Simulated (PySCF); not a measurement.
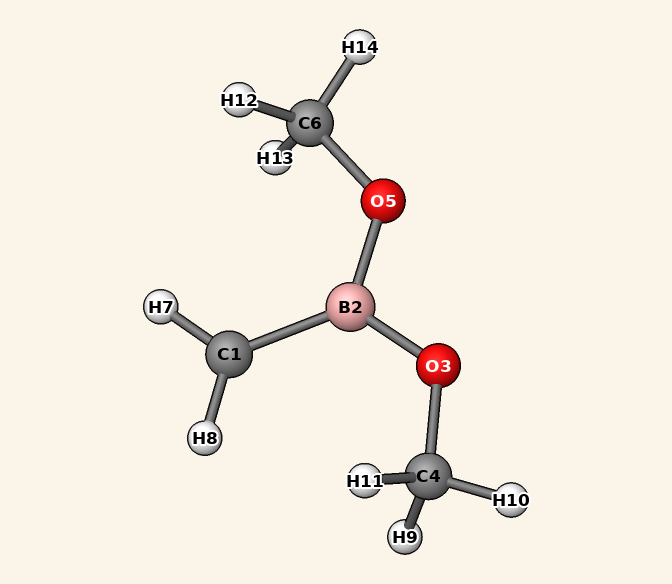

The questions are on Mulliken spin populations. State: neutral, doublet. Computed geometry: GFN2-xTB optimisation. No frequency run is at hand to confirm it as a minimum. Properties computed with UKS B3LYP, pcH-1 on B C H O, non-relativistic (PySCF 2.14.0).

Give the Mulliken spin populations atom by atom.

```tsv
atom	value (e)
C1	1.01
B2	0.00
O3	0.04
C4	−0.01
O5	0.04
C6	−0.01
H7	−0.04
H8	−0.04
H9	0.00
H10	0.00
H11	0.00
H12	0.00
H13	0.00
H14	0.00
```

Mulliken values depend strongly on the basis set. The geometry is semi-empirical. Around B such bond lengths and angles can be off by a tenth of an ångström or more and by several degrees, and values that hang on the shape move with them.
